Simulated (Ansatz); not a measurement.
# Calculations on AlSiP₂H₇

## 1. Relaxation

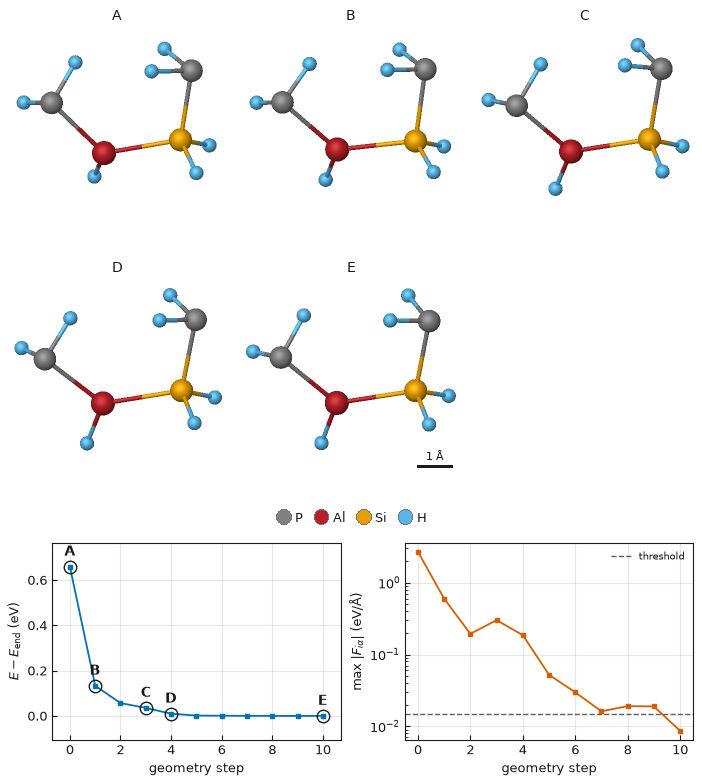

Frames of a relaxation of AlSiP2H7, marked on the history of the run. Style: ball-and-stick. Shown at a tilt.

The run prepares an end point of a later path (torsion) calculation, from a guessed geometry.

Theory: RKS BHLYP-D4/6-31G* in Ansatz. (no spin polarisation; force threshold 0.015 eV/Å; at most 40 steps)

Describe the path.

Answer. The energy falls by 0.659 eV in 10 geometry steps. Largest force component: 2.7 eV/Å at the start, 0.0086 eV/Å at the end. An H atom moves most after the best rigid fit: 0.51 Å. By element the largest moves are H 0.51 Å, Al 0.30 Å, P 0.21 Å, Si 0.12 Å. Near-neighbour distances that change, for instance: P–Si 2.157 → 2.274 Å, Al–Si 2.341 → 2.449 Å, H–P 1.514 → 1.412 Å, H–P 1.477 → 1.409 Å. Bond angles that change, for instance: Si–Al–H 116.3° → 123.7°, P–Si–H 111.9° → 105.8°, Al–Si–H 109.0° → 112.5°. The run took 48 s on 1 thread of Intel(R) Xeon(R) Platinum 8488C (Sapphire Rapids) (shared host), peak memory 0.21 GiB. From step 0 to 1: the Al atom moves most (0.19 Å), energy −0.526 eV. From step 1 to 3: an H atom moves most (0.30 Å), energy −0.098 eV. From step 3 to 4: an H atom moves most (0.20 Å), energy −0.026 eV. From step 4 to 10: an H atom moves most (0.17 Å), energy −0.010 eV.

```json
{"step": "0", "E − E(0), eV": "0.0000", "largest force component, eV/Å": "2.7002"}
{"step": "1", "E − E(0), eV": "-0.5260", "largest force component, eV/Å": "0.5994"}
{"step": "2", "E − E(0), eV": "-0.6026", "largest force component, eV/Å": "0.1938"}
{"step": "3", "E − E(0), eV": "-0.6239", "largest force component, eV/Å": "0.3008"}
{"step": "4", "E − E(0), eV": "-0.6495", "largest force component, eV/Å": "0.1863"}
{"step": "5", "E − E(0), eV": "-0.6577", "largest force component, eV/Å": "0.0522"}
{"step": "6", "E − E(0), eV": "-0.6585", "largest force component, eV/Å": "0.0297"}
{"step": "7", "E − E(0), eV": "-0.6590", "largest force component, eV/Å": "0.0162"}
{"step": "8", "E − E(0), eV": "-0.6592", "largest force component, eV/Å": "0.0191"}
{"step": "9", "E − E(0), eV": "-0.6593", "largest force component, eV/Å": "0.0189"}
{"step": "10", "E − E(0), eV": "-0.6594", "largest force component, eV/Å": "0.0086"}
```

## 2. Relaxation

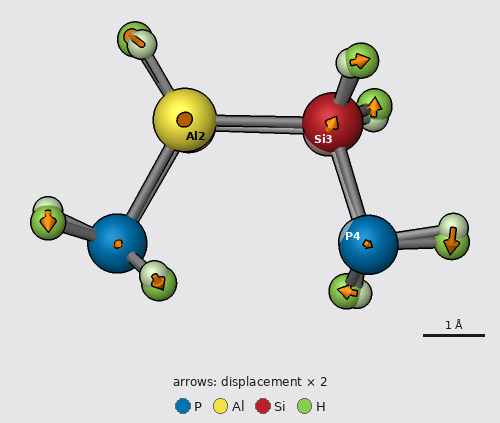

A relaxation of AlSiP2H7. The starting structure is drawn faded, the final one solid; orange arrows show the displacements, 2 times their true length. The two geometries are superimposed by the best rigid fit.

The picture is a ball-and-stick view, seen at a tilt.

The run prepares an end point of a later path (torsion) calculation, from a guessed geometry.

All numbers below come from RKS BHLYP-D4/6-31G* in Ansatz 0.2.0. (no spin polarisation; force threshold 0.015 eV/Å; at most 40 steps)

**Which element moves most?**

Hydrogen: up to 0.51 Å, against 0.27 Å for aluminium.

**What happened in the run?**

The energy falls by 0.656 eV in 9 accepted moves (10 points after the start). Largest force component: 2.7 eV/Å at the start, 0.013 eV/Å at the end. The line search rejected the trial step at point 8 of the run. The largest move after the best rigid fit is that of an H atom, 0.51 Å. By element the largest moves are H 0.51 Å, Al 0.27 Å, Si 0.17 Å, P 0.09 Å. Near-neighbour distances that change, for instance: P–Si 2.157 → 2.268 Å, Al–Si 2.341 → 2.450 Å, H–P 1.514 → 1.410 Å, H–P 1.477 → 1.409 Å. Bond angles that change, for instance: Si–Al–H 116.3° → 123.3°, Si–P–H 93.8° → 97.7°, Al–P–H 94.8° → 98.2°.

## 3. Path

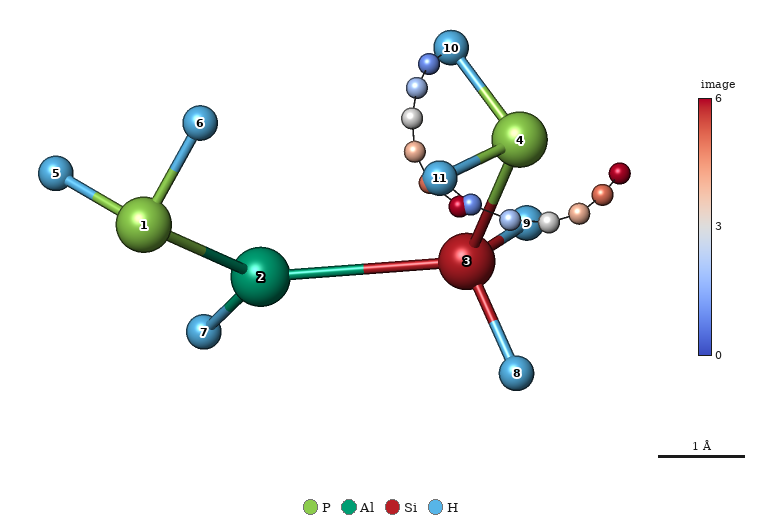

A search for the minimum-energy path of AlSiP₂H₇ by the nudged elastic band. Images are numbered from 0 (start) to 6 (end). The start is drawn whole; smaller spheres mark the moving atoms (H) in the later images, joined by lines and coloured by the number of the image. The picture is a ball-and-stick view, seen from a free direction.

Level of theory: RKS BHLYP-D4/6-31G* in Ansatz. Settings: 5 movable images; climbing image; force threshold 0.05 eV/Å; iteration limit 56; starting path through a guess of the saddle point.

What moves, how far, and at what cost in energy?

The motion is a rotation about the Si3–P4 bond by about 115°. No bond forms or breaks between the ends. Bond angles that change up to the highest image, for instance: P4–Si3–H8 105.8° → 108.1°. The energy climbs by 0.049 eV to image 3 and then falls by 0.060 eV, so the end point sits at −0.011 eV. The band converged in 7 iterations. The largest component of the band force went from 5.7 to 0.047 eV/Å. The climbing image converged on the top of the path. Its vibrational analysis gives one imaginary mode (140i cm⁻¹), as a transition state must have.
